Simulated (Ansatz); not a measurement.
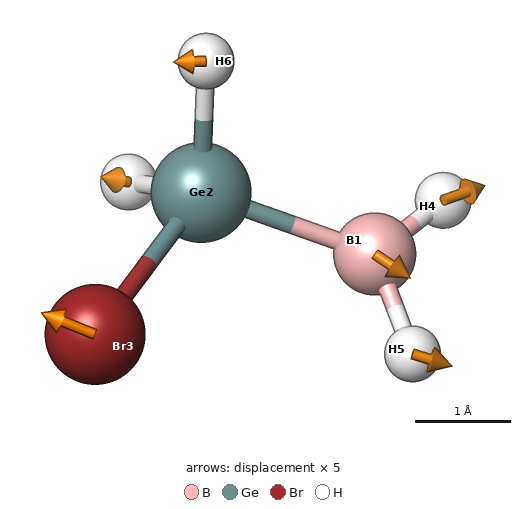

A relaxation of BGeH4Br (coarse preliminary run). The starting structure is drawn; orange arrows show the displacements, 5 times their true length. The two geometries are superimposed by the best rigid fit.

A ball-and-stick model, seen at a tilt.

The start comes from a force field.

Method: Ansatz 0.2.0, RKS PBE-D4/def2-SVP. Settings: force threshold 0.03 eV/Å; at most 200 steps.

What did the optimiser do to the structure, and how much energy did it gain?

The Br atom moves most after the best rigid fit: 0.12 Å. By element the largest moves are Br 0.12 Å, H 0.12 Å, B 0.09 Å, Ge 0.01 Å. Near-neighbour distances that change, for instance: B–H 1.122 → 1.217 Å, B–Ge 1.968 → 2.059 Å, B–H 1.240 → 1.212 Å, Br–Ge 2.320 → 2.344 Å. Among the angles between lasting bonds that change: Ge–B–H 122.0° → 118.4°, B–Ge–H 109.0° → 112.3°, Br–Ge–H 109.1° → 106.2°. After 3 geometry steps the energy has fallen by 5.00 kcal/mol. The largest force component goes from 2.7 to 0.029 eV/Å. The run took 7.5 s on 2 threads of Arm Neoverse V1, with other jobs on the host.
